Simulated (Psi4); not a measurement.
# A workflow on H2 (hydrogen)

Wanted: a structure relaxation (B3LYP/pcseg-1), then the harmonic vibrations, then the energy (MP2/def2-TZVPP) of H2 (hydrogen). 

The calculation is run with Psi4 1.11.

## Step 1: The system as given

H2: 2 atoms, total charge 0, spin state singlet. As SMILES, `[H][H]`. All atoms were displaced at random from a relaxed shape. The run starts from this shape.

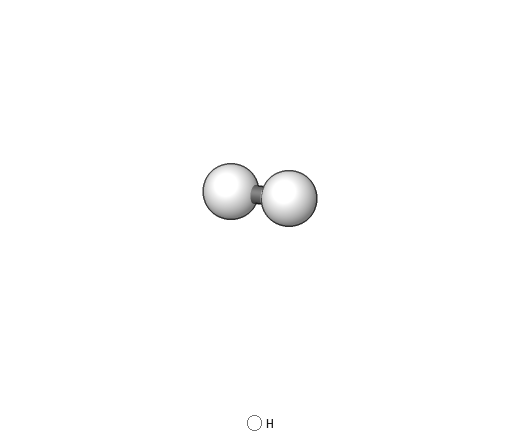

Viewed from a chosen angle; hydrogen white.

## Step 2: A structure relaxation at B3LYP/pcseg-1 (density fitting) (run 1)

Input file h2.dat:

```
memory 1600 MB

molecule system {
  H      0.301212    -0.006282     0.105189
  H     -0.328196     0.100415    -0.156310
  units angstrom
}

set basis pcseg-1
set geom_maxiter 60

optimize('b3lyp')
print_variables()
```

Launch:

```
$ psi4 h2.dat h2.out -n 1
```

h2.out:

```text
[...]
  Running in d2h symmetry.
[...]
  Nuclear repulsion =    0.767068182718266
[...]
  Multiplicity = 1
[...]
  Nalpha       = 1
  Nbeta        = 1
[...]
    Number of basis functions: 10
[...]
   @DF-RKS iter   1:    -1.16692763938436   -2.42640e-01   1.71668e-02 ADIIS/DIIS
[...]
   @DF-RKS iter   4:    -1.17612501400985   -1.55431e-14   1.33247e-13 DIIS
[...]
  @DF-RKS Final Energy:    -1.17612501400985
   => Energetics <=
    Nuclear Repulsion Energy =              0.7005640669132681
    One-Electron Energy =                  -2.4829993662605934
    Two-Electron Energy =                   1.1742818634286096
    DFT Exchange-Correlation Energy =      -0.5679715780911390
    Empirical Dispersion Energy =           0.0000000000000000
    VV10 Nonlocal Energy =                  0.0000000000000000
    Total Energy =                         -1.1761250140098545
[...]
 Multipole Moments:
 ------------------------------------------------------------------------------------
     Multipole            Electronic (a.u.)      Nuclear  (a.u.)        Total (a.u.)
 ------------------------------------------------------------------------------------
 L = 1.  Multiply by 2.5417464519 to convert [e a0] to [Debye]
 Dipole X            :          0.0000000            0.0000000            0.0000000
 Dipole Y            :          0.0000000            0.0000000            0.0000000
 Dipole Z            :          0.0000000            0.0000000            0.0000000
 Magnitude           :                                                    0.0000000
[...]
  -Total Gradient:
     Atom            X                  Y                   Z
    ------   -----------------  -----------------  -----------------
       1       -0.000061138082    -0.000000000000     0.000000000000
       2        0.000061138082     0.000000000000     0.000000000000
[...]
```

On the terminal:

```text
Optimizer: Optimization complete!
```

Run time: 6 s. Hardware: 1 thread of AMD EPYC 7R43 (Zen 3), shared host; peak memory 0.21 GiB.

Step by step:

```tsv
step	energy from the first frame kept (eV)	largest force (eV/Å)
0	0.0000	2.9144
1	-0.0889	0.0858
2	-0.0890	0.0164
3	-0.0890	0.0031
```

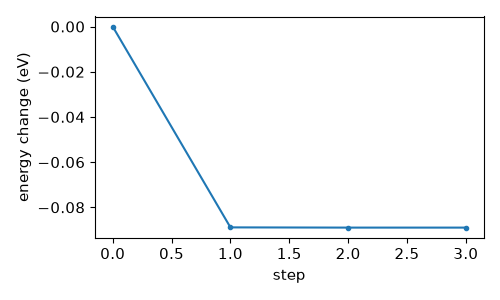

Energy along the run.

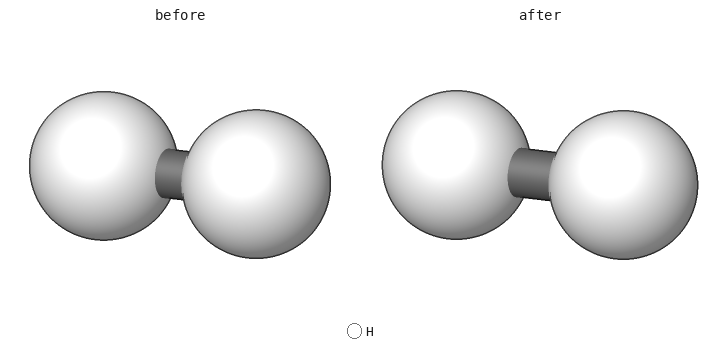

Before and after, at one scale.

After the run. Bond lengths: H1–H2 0.755 Å.

## Step 3: The harmonic vibrations at B3LYP/pcseg-1 (density fitting) (run 2)

Input file job.inp:

```
memory 1600 MB

molecule {
  0 1
  H
  H 1 0.755359
  units angstrom
}

set reference rks
set t 298.15
set rotational_symmetry_number 2

E, wfn = frequencies('b3lyp/pcseg-1', return_wfn=True)
print_variables()
```

Launch:

```
$ psi4 -i job.inp -o job.out -n 1
```

job.out:

```text
[...]
  Running in d2h symmetry.
[...]
  Nuclear repulsion =    0.700563851982964
[...]
  Multiplicity = 1
[...]
  Nalpha       = 1
  Nbeta        = 1
[...]
    Number of basis functions: 10
[...]
   @DF-RKS iter   1:    -1.17108802760891   -2.29146e-01   1.56171e-02 DIIS/ADIIS
[...]
  Running in c2h symmetry.
[...]
   @DF-RKS iter   5:    -1.17612501504053   -4.92273e-13   5.29541e-11 DIIS
[...]
  @DF-RKS Final Energy:    -1.17612501504053
   => Energetics <=
    Nuclear Repulsion Energy =              0.7005553231401480
    One-Electron Energy =                  -2.4829872434569245
    Two-Electron Energy =                   1.1742761444217131
    DFT Exchange-Correlation Energy =      -0.5679692391454660
    Empirical Dispersion Energy =           0.0000000000000000
    VV10 Nonlocal Energy =                  0.0000000000000000
    Total Energy =                         -1.1761250150405294
[...]
  -Total Gradient:
     Atom            X                  Y                   Z
    ------   -----------------  -----------------  -----------------
       1        0.000000000000     0.000000269190     0.000054552922
       2        0.000000000000    -0.000000269190    -0.000054552922
[...]
  ==> Harmonic Vibrational Analysis <==
[...]
  Freq [cm^-1]                4402.6036
[...]
  IR activ [km/mol]             0.0000
[...]
  Total E_0, Enthalpy at 0 [K]                                                           -1.16609515 [Eh]
[...]
  Total H, Enthalpy at  298.15 [K]                                                       -1.16279050 [Eh]
[...]
  Total G, Gibbs energy at  298.15 [K]                                                   -1.17761411 [Eh]
[...]
```

Wall time 8.4 s (1 thread of AMD EPYC 7R43 (Zen 3), shared host); peak memory 0.2 GiB.

## Step 4: A single-point energy at MP2/def2-TZVPP (density fitting, density fitting for correlation) (run 3)

Input file input.in:

```
memory 1600 mb

molecule molecule1 {
  0 1
  H      0.62566375    -0.02144083     0.22223368
  H     -0.67665612     0.19932642    -0.31883837
  units bohr
  symmetry c1
}

set {
  basis def2-TZVPP
  reference rhf
  num_frozen_docc 0
}

e = energy('mp2')
print_variables()
```

Launch:

```
$ psi4 input.in input.out -n 1
```

input.out:

```text
[...]
  Running in c1 symmetry.
[...]
  Nuclear repulsion =    0.700563567000275
[...]
  Multiplicity = 1
[...]
  Nalpha       = 1
  Nbeta        = 1
[...]
    Number of basis functions: 28
[...]
   @DF-RHF iter   1:    -1.12981987149637   -2.85639e-01   1.67833e-03 ADIIS/DIIS
[...]
   @DF-RHF iter   6:    -1.13270086928728   -4.58722e-12   7.90206e-09 DIIS
[...]
  @DF-RHF Final Energy:    -1.13270086928728
   => Energetics <=
    Nuclear Repulsion Energy =              0.7005635670002752
    One-Electron Energy =                  -2.4865068561449855
    Two-Electron Energy =                   0.6532424198574307
    Total Energy =                         -1.1327008692872795
[...]
 Multipole Moments:
 ------------------------------------------------------------------------------------
     Multipole            Electronic (a.u.)      Nuclear  (a.u.)        Total (a.u.)
 ------------------------------------------------------------------------------------
 L = 1.  Multiply by 2.5417464519 to convert [e a0] to [Debye]
 Dipole X            :         -0.0000000           -0.0000000           -0.0000000
 Dipole Y            :         -0.0000000            0.0000000           -0.0000000
 Dipole Z            :         -0.0000000            0.0000000           -0.0000000
 Magnitude           :                                                    0.0000000
[...]
```

Run time: 2.3 s. Hardware: 1 thread of AMD EPYC 7R43 (Zen 3), shared host; peak memory 0.18 GiB.

## Step 5: Summary of results

| quantity | value |
| --- | --- |
| run 1, B3LYP/pcseg-1: total energy at the end | -1.17613 Eh |
| run 1, B3LYP/pcseg-1: dipole moment | 0.00 D |
| run 1, B3LYP/pcseg-1: HOMO energy | -11.70 eV |
| run 1, B3LYP/pcseg-1: LUMO energy | 1.60 eV |
| run 1, B3LYP/pcseg-1: HOMO–LUMO gap | 13.29 eV |
| run 1, B3LYP/pcseg-1: bond length | 0.755 Å |
| run 2, B3LYP/pcseg-1: harmonic wavenumber | 4403 cm⁻¹ |
| run 2, B3LYP/pcseg-1: zero-point energy | 26.3 kJ/mol |
| run 2, B3LYP/pcseg-1: ideal-gas entropy at 298.15 K (symmetry number 2 as used) | 31.2 cal/(mol K) |
| run 3, MP2/def2-TZVPP: total energy | -1.16442 Eh |
| run 3, MP2/def2-TZVPP: HOMO energy (Hartree–Fock orbitals) | -16.06 eV |
| run 3, MP2/def2-TZVPP: LUMO energy (Hartree–Fock orbitals) | 4.51 eV |
| run 3, MP2/def2-TZVPP: HOMO–LUMO gap (Hartree–Fock orbitals) | 20.57 eV |
| run 3, MP2/def2-TZVPP: correlation energy | -31.7 mEh |

In words: The optimisation (run 1, B3LYP/pcseg-1) took 4 steps and changed the energy by -0.089 eV. The one mode (run 2, B3LYP/pcseg-1) is real, so the shape is a minimum at this level.
